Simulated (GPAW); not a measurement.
# A C chain with one bond drawn out by 0.6 Å: converging a transmission, part 3 of 3

Aim: the cheapest settings that leave the conductance of a C chain with one bond drawn out by 0.6 Å unchanged.

GPAW 26.7.0; GPAW LCAO, PAW setups; Landauer transmission from Green's functions with principal layers (ASE), zero bias.

So far, transmission at the Fermi level (one spin): step 2 (the reference run) 0.899; step 9 (varying the density threshold: conv = 0.01) 0.901; step 11 (density threshold: conv = 1e-06) 0.900; step 13 (k-points along the lead 2) 0.905; step 14 (k-points along the lead 4) 0.901.

### Step 15. Varying the k-points along the lead: lead_nz = 8

run.py

```python
import json
import numpy as np
from ase import Atoms
from ase.transport.calculators import TransportCalculator
from gpaw import GPAW, FermiDirac
from gpaw.lcao.tools import get_lcao_hamiltonian
from scipy.linalg import eigh

# The junction with lead layers at both ends, along the third cell vector
device = Atoms(
    ['C', 'C', 'C', 'C', 'C', 'C', 'C', 'C', 'C', 'C', 'C', 'C'],
    positions=[
        [4.50000, 4.50000, 0.64000],
        [4.50000, 4.50000, 1.92000],
        [4.50000, 4.50000, 3.20000],
        [4.50000, 4.50000, 4.48000],
        [4.50000, 4.50000, 5.76000],
        [4.50000, 4.50000, 7.04000],
        [4.50000, 4.50000, 8.92000],
        [4.50000, 4.50000, 10.20000],
        [4.50000, 4.50000, 11.48000],
        [4.50000, 4.50000, 12.76000],
        [4.50000, 4.50000, 14.04000],
        [4.50000, 4.50000, 15.32000]],
    cell=[[9.0, 0.0, 0.0], [0.0, 9.0, 0.0], [0.0, 0.0, 15.96]],
    pbc=True)

# One principal layer of the lead: the first 4 atoms of the device
lead = Atoms(
    ['C', 'C', 'C', 'C'],
    positions=[
        [4.50000, 4.50000, 0.64000],
        [4.50000, 4.50000, 1.92000],
        [4.50000, 4.50000, 3.20000],
        [4.50000, 4.50000, 4.48000]],
    cell=[[9.0, 0.0, 0.0], [0.0, 9.0, 0.0], [0.0, 0.0, 5.12]],
    pbc=True)

settings = dict(mode='lcao', basis='szp(dzp)', xc='PBE', h=0.2,
                occupations=FermiDirac(0.1), maxiter=250,
                mixer=dict(beta=0.1, nmaxold=8, weight=100.0),
                convergence=dict(density=0.0001))
energies = np.arange(-3, 3 + 1e-9, 0.075)
eta = 0.0001
n1, n2 = 1, 1
# k and -k transmit alike, so half of the mesh across the current serves
mesh = [(i, j) for i in range(n1) for j in range(n2) if (i, j) <= (-i % n1, -j % n2)]
weights = np.array([1 if (i, j) == (-i % n1, -j % n2) else 2 for i, j in mesh]) / (n1 * n2)

# [... helper functions left out ...]
fermi_lead = ground_state(lead, (1, 1, 8), 'lead.txt')
fermi_device = ground_state(device, (1, 1, 5), 'device.txt')
# [... loop over the mesh left out, but for ...]
        # Shift the lead onto the potential of the device's first layer
        shift = ((H[:, 0, 0] - H0[:, 0, 0]) / S0[0, 0]).real.mean()
# [...]
kT = 8.617333e-5 * 77
bias = [0.1, 0.2, 0.5, 1.0, 1.5, 2.0]
# [... integrals and printing left out ...]
```

Run with:

```bash
OMP_NUM_THREADS=1 OPENBLAS_NUM_THREADS=1 python run.py
```

The log of the run:

```text
basis functions: device 108, principal layer 36
Fermi level: lead -6.8369 eV, device -6.7534 eV; lead shifted by -0.0132 eV
largest coupling past the next layer 1.03e-04 eV, largest misfit of the first layer 0.177 eV
  E-E_F (eV)   T (one spin)  [channel counts left out]
    -3.000    4.3580e-01
    -2.925    4.4709e-01
    -2.850    4.5778e-01
[...]
2.925    8.1846e-01
     3.000    8.1991e-01
conductance at 77 K: 0.89971 G0 a cell; thermopower -0.1095 uV/K
current from the zero-bias T(E) at 0.1 V: 6.97 uA
current from the zero-bias T(E) at 0.2 V: 13.936 uA
current from the zero-bias T(E) at 0.5 V: 34.776 uA
current from the zero-bias T(E) at 1.0 V: 69.101 uA
current from the zero-bias T(E) at 1.5 V: 102.58 uA
current from the zero-bias T(E) at 2.0 V: 134.93 uA
```

Run time: 16 s. Hardware: 1 thread of Arm Neoverse V1, shared host; peak memory 0.52 GiB.

One spin. Transmission, zone mean against energy, zero at the Fermi level:

```csv
energy (eV),"transmission, zone mean"
-3.000,0.436
-2.475,0.506
-2.025,0.566
-1.500,0.657
-0.975,0.764
-0.525,0.846
0.000,0.900
0.300,0.907
0.525,0.903
0.975,0.880
1.500,0.846
2.025,0.822
2.475,0.815
3.000,0.820
```

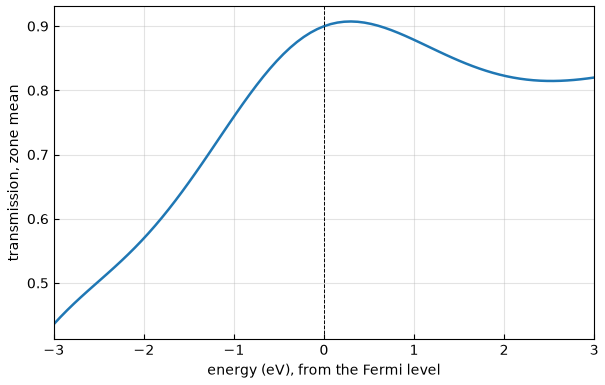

Transmission, zone mean against energy.

The conductance equals that of the base run to 0.2 %.

### Step 16. Varying the k-points along the lead: lead_nz = 30

run.py: that of step 15 with these lines changed.

```diff
@@ -50,3 +50,3 @@
 # [... helper functions left out ...]
-fermi_lead = ground_state(lead, (1, 1, 8), 'lead.txt')
+fermi_lead = ground_state(lead, (1, 1, 30), 'lead.txt')
 fermi_device = ground_state(device, (1, 1, 5), 'device.txt')
```

The log of the run:

```text
basis functions: device 108, principal layer 36
Fermi level: lead -6.8413 eV, device -6.7534 eV; lead shifted by -0.0111 eV
largest coupling past the next layer 1.03e-04 eV, largest misfit of the first layer 0.177 eV
  E-E_F (eV)   T (one spin)  [channel counts left out]
    -3.000    4.3553e-01
    -2.925    4.4677e-01
    -2.850    4.5744e-01
[...]
2.925    8.1832e-01
     3.000    8.1974e-01
conductance at 77 K: 0.89941 G0 a cell; thermopower -0.1101 uV/K
current from the zero-bias T(E) at 0.1 V: 6.9677 uA
current from the zero-bias T(E) at 0.2 V: 13.932 uA
current from the zero-bias T(E) at 0.5 V: 34.765 uA
current from the zero-bias T(E) at 1.0 V: 69.082 uA
current from the zero-bias T(E) at 1.5 V: 102.56 uA
current from the zero-bias T(E) at 2.0 V: 134.91 uA
```

Wall time 17 s (1 thread); peak memory 0.51 GiB.

The conductance equals that of the base run to 0.2 %.

### Step 17. Convergence in the k-points along the lead

The runs and the base run on one axis.

This step: convergence of the conductance (GPAW 26.7.0).

Table of conductance by k-points along the lead:

```csv
k-points along the lead,conductance (G₀)
2.0,0.905
4.0,0.901
8.0,0.900
22.0,0.899
30.0,0.899
```

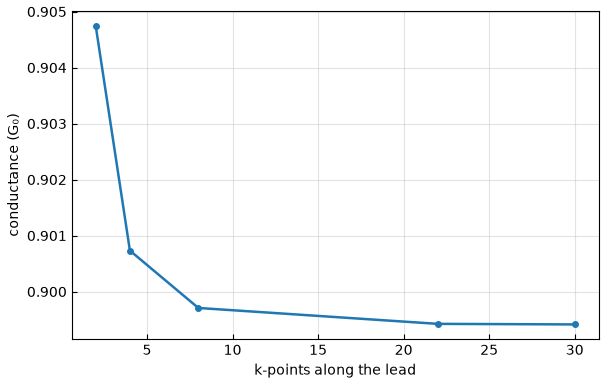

Conductance, plotted against k-points along the lead.

### Step 18. Varying the broadening: eta = 1e-06

The broadening keeps the Green's functions finite; too large a value absorbs electrons where channels are open and leaks them where none are.

This step: GPAW LCAO, PAW setups; Landauer transmission from Green's functions with principal layers (ASE), zero bias (GPAW 26.7.0).

run.py: that of step 16 with these lines changed.

```diff
@@ -43,3 +43,3 @@
 energies = np.arange(-3, 3 + 1e-9, 0.075)
-eta = 0.0001
+eta = 1e-06
 n1, n2 = 1, 1
@@ -50,3 +50,3 @@
 # [... helper functions left out ...]
-fermi_lead = ground_state(lead, (1, 1, 30), 'lead.txt')
+fermi_lead = ground_state(lead, (1, 1, 22), 'lead.txt')
 fermi_device = ground_state(device, (1, 1, 5), 'device.txt')
```

The log of the run:

```text
basis functions: device 108, principal layer 36
Fermi level: lead -6.8417 eV, device -6.7534 eV; lead shifted by -0.0117 eV
largest coupling past the next layer 1.03e-04 eV, largest misfit of the first layer 0.177 eV
  E-E_F (eV)   T (one spin)  [channel counts left out]
    -3.000    4.3583e-01
    -2.925    4.4708e-01
    -2.850    4.5775e-01
    -2.775    4.6793e-01
    -2.700    4.7773e-01
    -2.625    4.8726e-01
    -2.550    4.9663e-01
    -2.475    5.0595e-01
    -2.400    5.1532e-01
    -2.325    5.2486e-01
    -2.250    5.3465e-01
    -2.175    5.4477e-01
    -2.100    5.5529e-01
    -2.025    5.6626e-01
    -1.950    5.7773e-01
    -1.875    5.8971e-01
[...]
2.475    8.1492e-01
     2.550    8.1484e-01
     2.625    8.1506e-01
     2.700    8.1557e-01
     2.775    8.1635e-01
     2.850    8.1736e-01
     2.925    8.1859e-01
     3.000    8.2001e-01
conductance at 77 K: 0.8998 G0 a cell; thermopower -0.11 uV/K
current from the zero-bias T(E) at 0.1 V: 6.9707 uA
current from the zero-bias T(E) at 0.2 V: 13.938 uA
current from the zero-bias T(E) at 0.5 V: 34.78 uA
current from the zero-bias T(E) at 1.0 V: 69.111 uA
current from the zero-bias T(E) at 1.5 V: 102.6 uA
current from the zero-bias T(E) at 2.0 V: 134.97 uA
```

Wall time 17 s (1 thread); peak memory 0.51 GiB.

This step gave:

* conductance: 0.8998 G₀
* shift that aligns the lead: -0.01166 eV
* transmission at the Fermi level (one spin): 0.8999

One spin. Transmission, zone mean against energy, zero at the Fermi level:

```csv
energy (eV),"transmission, zone mean"
-3.000,0.436
-2.475,0.506
-2.025,0.566
-1.500,0.657
-0.975,0.764
-0.525,0.846
0.000,0.900
0.300,0.907
0.525,0.904
0.975,0.881
1.500,0.847
2.025,0.822
2.475,0.815
3.000,0.820
```

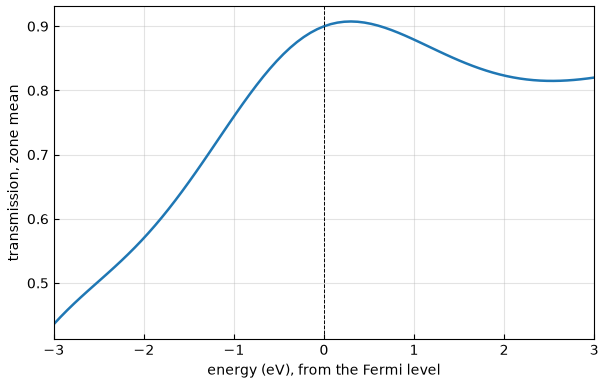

Transmission, zone mean, plotted against energy.

Not self-consistent under bias; the bias window is split evenly. The current through one cell, from the zero-bias transmission by bias:

```csv
bias (V),"current through one cell, from the zero-bias transmission (μA)"
0.100,6.97
0.200,13.9
0.500,34.8
1.000,69.1
1.500,103
2.000,135
```

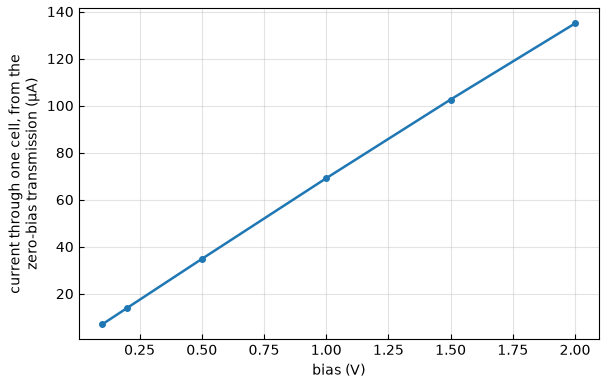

Current through one cell, from the zero-bias transmission, plotted against bias.

The conductance equals that of the base run to 0.2 %.

### Step 19. Varying the broadening: eta = 0.001

run.py: that of step 18 with these lines changed.

```diff
@@ -43,3 +43,3 @@
 energies = np.arange(-3, 3 + 1e-9, 0.075)
-eta = 1e-06
+eta = 0.001
 n1, n2 = 1, 1
```

The log of the run:

```text
basis functions: device 108, principal layer 36
Fermi level: lead -6.8417 eV, device -6.7534 eV; lead shifted by -0.0117 eV
largest coupling past the next layer 1.03e-04 eV, largest misfit of the first layer 0.177 eV
  E-E_F (eV)   T (one spin)  [channel counts left out]
    -3.000    4.3287e-01
    -2.925    4.4411e-01
    -2.850    4.5478e-01
    -2.775    4.6496e-01
    -2.700    4.7476e-01
    -2.625    4.8429e-01
    -2.550    4.9366e-01
    -2.475    5.0298e-01
    -2.400    5.1236e-01
    -2.325    5.2190e-01
    -2.250    5.3168e-01
    -2.175    5.4179e-01
    -2.100    5.5230e-01
    -2.025    5.6325e-01
    -1.950    5.7470e-01
    -1.875    5.8665e-01
[...]
2.475    8.1220e-01
     2.550    8.1213e-01
     2.625    8.1237e-01
     2.700    8.1288e-01
     2.775    8.1366e-01
     2.850    8.1467e-01
     2.925    8.1591e-01
     3.000    8.1733e-01
conductance at 77 K: 0.89597 G0 a cell; thermopower -0.1108 uV/K
current from the zero-bias T(E) at 0.1 V: 6.941 uA
current from the zero-bias T(E) at 0.2 V: 13.879 uA
current from the zero-bias T(E) at 0.5 V: 34.632 uA
current from the zero-bias T(E) at 1.0 V: 68.818 uA
current from the zero-bias T(E) at 1.5 V: 102.17 uA
current from the zero-bias T(E) at 2.0 V: 134.4 uA
```

Elapsed: 17 s, on 1 thread; peak memory 0.51 GiB.

This step gave:

```yaml
conductance: 0.8960 G₀
transmission_at_the_fermi_level_one_spin: 0.8960
```

One spin. Transmission, zone mean against energy, zero at the Fermi level:

```csv
energy (eV),"transmission, zone mean"
-3.000,0.433
-2.475,0.503
-2.025,0.563
-1.500,0.654
-0.975,0.761
-0.525,0.842
0.000,0.896
0.300,0.904
0.525,0.900
0.975,0.877
1.500,0.844
2.025,0.820
2.475,0.812
3.000,0.817
```

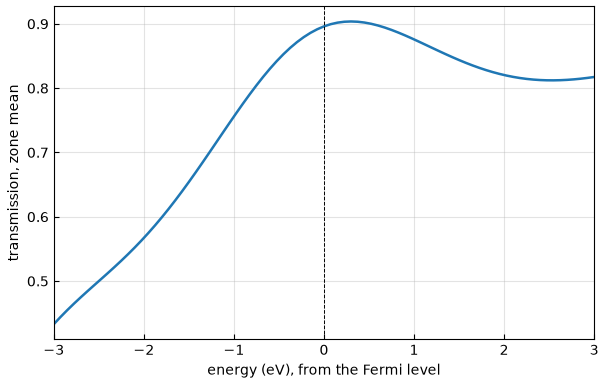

Transmission, zone mean against energy.

Not self-consistent under bias; the bias window is split evenly. The current through one cell, from the zero-bias transmission by bias:

```csv
bias (V),"current through one cell, from the zero-bias transmission (μA)"
0.100,6.94
0.200,13.9
0.500,34.6
1.000,68.8
1.500,102
2.000,134
```

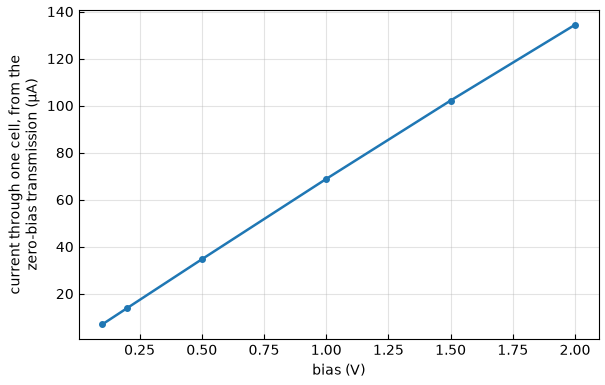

Current through one cell, from the zero-bias transmission against bias.

The conductance, 0.896 G₀, lies 0.4 % below that of the base run.

### Step 20. Broadening: eta = 0.01

run.py: that of step 19 with these lines changed.

```diff
@@ -43,3 +43,3 @@
 energies = np.arange(-3, 3 + 1e-9, 0.075)
-eta = 0.001
+eta = 0.01
 n1, n2 = 1, 1
```

The log of the run:

```text
basis functions: device 108, principal layer 36
Fermi level: lead -6.8417 eV, device -6.7534 eV; lead shifted by -0.0117 eV
largest coupling past the next layer 1.03e-04 eV, largest misfit of the first layer 0.177 eV
  E-E_F (eV)   T (one spin)  [channel counts left out]
    -3.000    4.0709e-01
    -2.925    4.1824e-01
    -2.850    4.2886e-01
[...]
2.925    7.9214e-01
     3.000    7.9358e-01
conductance at 77 K: 0.86219 G0 a cell; thermopower -0.1186 uV/K
current from the zero-bias T(E) at 0.1 V: 6.6794 uA
current from the zero-bias T(E) at 0.2 V: 13.356 uA
current from the zero-bias T(E) at 0.5 V: 33.328 uA
current from the zero-bias T(E) at 1.0 V: 66.229 uA
current from the zero-bias T(E) at 1.5 V: 98.329 uA
current from the zero-bias T(E) at 2.0 V: 129.36 uA
```

Wall time 17 s (1 thread); peak memory 0.51 GiB.

One spin. Table of transmission, zone mean by energy, zero at the Fermi level:

```csv
energy (eV),"transmission, zone mean"
-3.000,0.407
-2.475,0.477
-2.025,0.537
-1.500,0.626
-0.975,0.730
-0.525,0.809
0.000,0.862
0.300,0.871
0.525,0.868
0.975,0.848
1.500,0.817
2.025,0.795
2.475,0.788
3.000,0.794
```

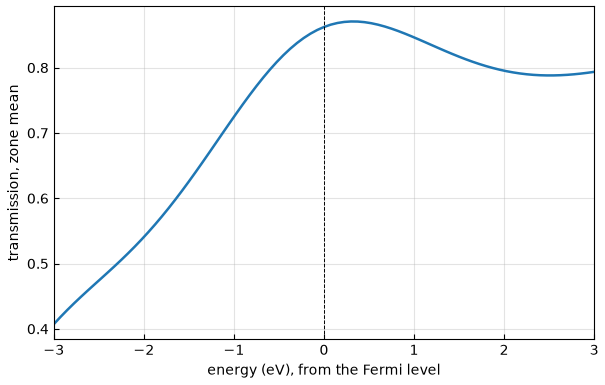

Transmission, zone mean, plotted against energy.

The conductance, 0.862 G₀, lies 4.1 % below that of the base run.

### Step 21. Broadening: eta = 0.05

run.py: that of step 20 with these lines changed.

```diff
@@ -43,3 +43,3 @@
 energies = np.arange(-3, 3 + 1e-9, 0.075)
-eta = 0.01
+eta = 0.05
 n1, n2 = 1, 1
```

The log of the run:

```text
basis functions: device 108, principal layer 36
Fermi level: lead -6.8417 eV, device -6.7534 eV; lead shifted by -0.0117 eV
largest coupling past the next layer 1.03e-04 eV, largest misfit of the first layer 0.177 eV
  E-E_F (eV)   T (one spin)  [channel counts left out]
    -3.000    3.0991e-01
    -2.925    3.2036e-01
    -2.850    3.3043e-01
[...]
2.925    6.9456e-01
     3.000    6.9603e-01
conductance at 77 K: 0.72704 G0 a cell; thermopower -0.1531 uV/K
current from the zero-bias T(E) at 0.1 V: 5.6324 uA
current from the zero-bias T(E) at 0.2 V: 11.262 uA
current from the zero-bias T(E) at 0.5 V: 28.105 uA
current from the zero-bias T(E) at 1.0 V: 55.859 uA
current from the zero-bias T(E) at 1.5 V: 82.955 uA
current from the zero-bias T(E) at 2.0 V: 109.17 uA
```

Run time: 17 s. Hardware: 1 thread; peak memory 0.51 GiB.

The conductance, 0.727 G₀, lies 19 % below that of the base run.

### Step 22. Convergence in the broadening

The runs and the base run on one axis.

This step: convergence of the conductance (GPAW 26.7.0).

Table of conductance by log10 of the broadening in eV:

```csv
log10 of the broadening in eV,conductance (G₀)
-6.00,0.900
-4.00,0.899
-3.00,0.896
-2.00,0.862
-1.30,0.727
```

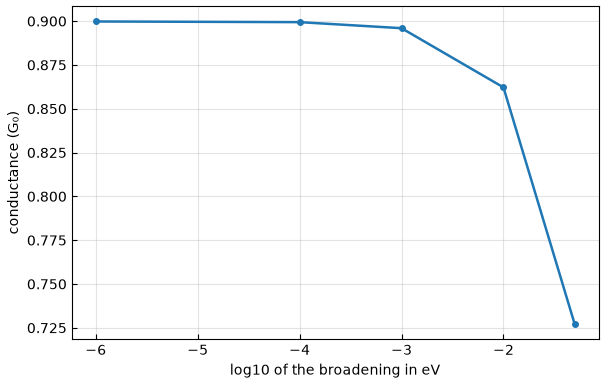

Conductance against log10 of the broadening in eV.

### Step 23. Outcome

| Property | Result |
| --- | --- |
| conductance at the base settings | 0.899 G₀ |
| range over the energy step (0.0125 to 0.2 eV) | 0.899 to 0.899 G₀ |
| range over the density threshold (1.0e-6 to 0.1) | 0.899 to 0.900 G₀ |
| range over the k-points along the lead (2 to 30) | 0.899 to 0.905 G₀ |
| range over the broadening (1.0e-6 to 0.05 eV) | 0.727 to 0.900 G₀ |

At the base settings the conductance, averaged at 77 K, is 0.899 G₀. In the energy step, no value tried moves the conductance by 3 %. In the density threshold, no value tried moves the conductance by 3 %. In the k-points along the lead, no value tried moves the conductance by 3 %. In the broadening, 0.001 eV already gives the conductance within 3 % of the finest value tried; currents at finite bias may need more. T is read at the junction's Fermi level after the lead is aligned to it, so the test of the lead's mesh is blind to a shift of the lead's own level, and the junction's own mesh wasn't varied. Over the ranges tried, the broadening moves it most, counted as a ratio. The geometry was built from estimated bond lengths and not relaxed, so the numbers describe this model structure. An evenly spaced straight chain is an idealisation: free chains tend to dimerise, zigzag or, where a band edge lies near the Fermi level, turn magnetic. The currents use the zero-bias T(E) throughout, which holds only while the bias is small against the distance to the nearest feature.

[Logs are printed without paths, hosts, clocks, repeated set-up lines and the standing remarks that a program may print on its own settings, such as how far it seeks lower states.]

[Hosts, paths, dates, database ids (printed as entryN), source tags and the programs' standing remarks are cut or masked in the printed files.]
